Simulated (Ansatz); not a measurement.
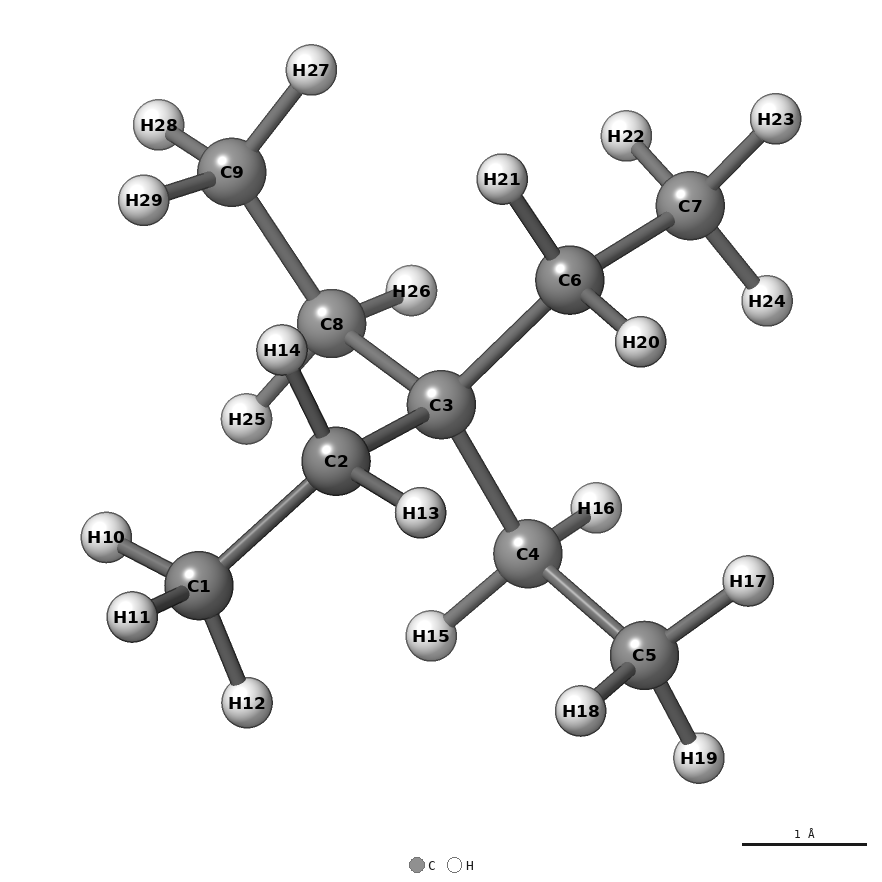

Numbered structure. The geometry was computed by an optimisation with PBE-D4/def2-SVP. No frequency run is at hand to confirm it as a minimum.

Describe the coordination of atom 2.

C2 has 4 neighbours (C1 at 1.53, C3 at 1.55, H13 at 1.11, H14 at 1.11 Å); the arrangement is tetrahedral.

What is the geometry at C3?

C3 has 4 neighbours (C2 at 1.55, C4 at 1.55, C6 at 1.55, C8 at 1.55 Å); the arrangement is tetrahedral.

What is the geometry at C1?

C1 has 4 neighbours (C2 at 1.53, H10 at 1.11, H11 at 1.11, H12 at 1.11 Å); the arrangement is tetrahedral.

What is the dihedral angle C1–C2–C3–C4?

59° in size, that is gauche.
